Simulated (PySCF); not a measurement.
Consider C$_{6}$H$_{7}$NO$_{2}$Si.

```xyz
17

C     2.9046   -0.0008   -1.0538
C     2.1664    0.3511    0.2097
O     2.6718    0.9435    1.1344
C     0.7508   -0.0973    0.2301
C    -0.0619    0.2194    1.2411
Si   -1.8619   -0.2968    1.3692
C    -2.9014    1.1880    1.8298
N    -3.5431    2.0942    2.1106
C    -2.5410   -0.8445   -0.3526
O    -1.8439   -1.3251   -1.2087
H     3.9132    0.4026   -1.0293
H     2.9475   -1.0842   -1.1544
H     2.3692    0.3947   -1.9150
H     0.4106   -0.6779   -0.6153
H     0.3677    0.8143    2.0423
H    -2.1286   -1.3539    2.3475
H    -3.6267   -0.7153   -0.5461
```

Geometry: GFN2-xTB.

Level of theory: PBE0/pcSseg-1, SCF density, gas phase, non-relativistic (PySCF 2.14.0).

> What will maps of the electron density and electron localisation function show?

C–O (1.21 Å): ρ at the midpoint is about 3.3 e/Å³; the ELF peaks at about 0.85 between the atoms; a short, multiple covalent bond.
C–C (1.34 Å): ρ at the midpoint is about 2.3 e/Å³; the ELF peaks at about 0.90 between the atoms (a short, multiple covalent bond).
C–Si (1.88 Å): the density is about 0.95 e/Å³ at the midpoint; the ELF peaks at about 0.95 between the atoms; a covalent bond.
C–H (1.08 Å): ρ is about 2.1 e/Å³ halfway; the ELF climbs to about 1 towards the hydrogen, as it does in any bond to H: a covalent bond by its length.

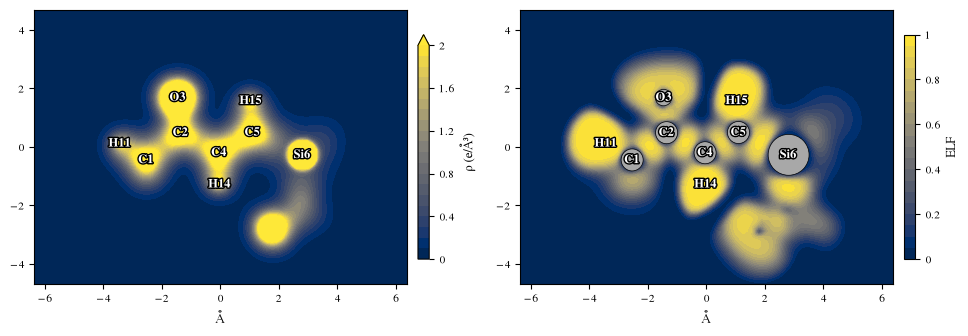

Computed electron density and electron localisation function on the plane of atoms Si6, C5 and H15, in this order. Grey discs cover the atomic cores in the ELF map. 
